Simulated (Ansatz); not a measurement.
C$_{2}$H$_{6}$GeS: single-point calculation

The run: single-point calculation of C$_{2}$H$_{6}$GeS. Method and program: RKS PBE0-D4/def2-TZVPP (Ansatz 0.2.0).

The geometry comes from this level: PBE0-D4/def2-TZVP.

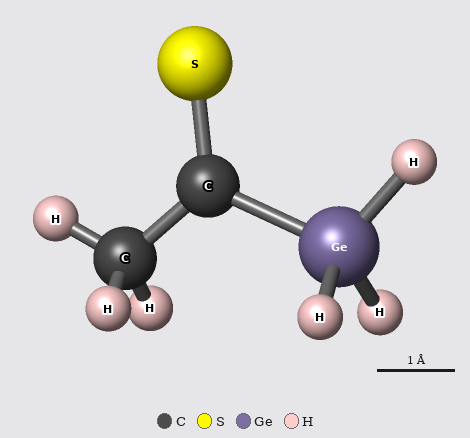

Figure 1. The input geometry (ball-and-stick view, seen at a tilt). Sticks mark near contacts. Bond lengths as drawn: C–C 1.49 Å, C–Ge 1.98 Å, C–H 1.09 to 1.10 Å, C–S 1.61 Å and Ge–H 1.53 to 1.54 Å.

### Summary

```csv
quantity,value
outcome,converged
total energy,−69512.2953 eV
mean-field energy,−69512.0987 eV
dispersion energy,−0.1965 eV
SCF solution under orbital rotations,stable
HOMO,−6.27 eV
LUMO,−2.32 eV
hardware,"4 threads of Arm Neoverse V2, 23 GiB of memory available, shared host"
wall time,3.1 s (CPU time 11 s)
peak memory,0.64 GiB
```

### The input
```yaml
crystal:
  periodic: [false, false, false]
  atoms:
    - {symbol: C, position_ang: [-0.359683, 1.223508, -0.713552]}
    - {symbol: C, position_ang: [-0.499861, -0.243757, -0.492783]}
    - {symbol: S, position_ang: [-1.503617, -1.177992, -1.345471]}
    - {symbol: Ge, position_ang: [0.622175, -1.032104, 0.929552]}
    - {symbol: H, position_ang: [-0.582127, 1.765265, 0.213308]}
    - {symbol: H, position_ang: [-1.017001, 1.576560, -1.508803]}
    - {symbol: H, position_ang: [0.679897, 1.466293, -0.963433]}
    - {symbol: H, position_ang: [0.367837, -2.538574, 1.001382]}
    - {symbol: H, position_ang: [0.273724, -0.352054, 2.267517]}
    - {symbol: H, position_ang: [2.101756, -0.738246, 0.615182]}
basis:
  gaussian: {orbitals: def2-TZVPP}
hamiltonian: {xc: pbe0, dispersion: d4}
output: {orbitals: {seedname: orbitals}}
```

Command:
```bash
ansatz run in.yaml --threads 4 --pin off --events-out ev --progress --plain --max-ram 10444MiB
```

### Output
```
Functional definition: PBE0
  name "PBE0"
  cite "Adamo & Barone, J. Chem. Phys. 110, 6158 (1999) doi:10.1063/1.478522"
  cite "Perdew, Burke & Ernzerhof, Phys. Rev. Lett. 77, 3865 (1996) doi:10.1103/PhysRevLett.77.3865"
  parent pbe
  parameter a = 0.25
  parameter kappa = 0.804
  parameter beta = 0.06672455060314922
  exchange = (1 - a)*pbe_x(kappa = kappa, mu = beta*pi^2/3) + a*exact_x
  correlation = pbe_c(beta = beta)
1430 factors; their error is unknown
mean field evaluation 1: about -69504.9943 eV, gradient 5.6e1 eV
mean field evaluation 2: about -69493.8548 eV, gradient 8.3e1 eV
mean field evaluation 4: about -69511.7597 eV, gradient 5.5e0 eV
mean field evaluation 8: about -69511.8242 eV, gradient 7.3e-2 eV
mean field evaluation 16: about -69512.0987 eV, gradient 2.7e-5 eV
mean field -69512.09871697 eV, -2554.5225108557 hartree, gradient 2.7e-5 eV, S^2 0.000000; 0 other end points of the search recorded, 0 dependent functions left out
reference -69512.09874856 eV, -2554.5225120169 hartree; 33, 33 occupied and 203, 203 virtual orbitals, 1430 factors
Total energy: -69512.29526597 eV, -2554.5297338984 hartree
```

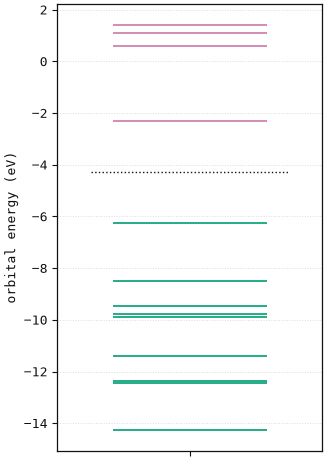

Figure 2. Orbital energies near the frontier; the dotted line parts filled from empty levels, and levels within 0.02 eV of each other stand side by side. Highest filled −6.27 eV, lowest empty −2.32 eV, 3.95 eV apart.
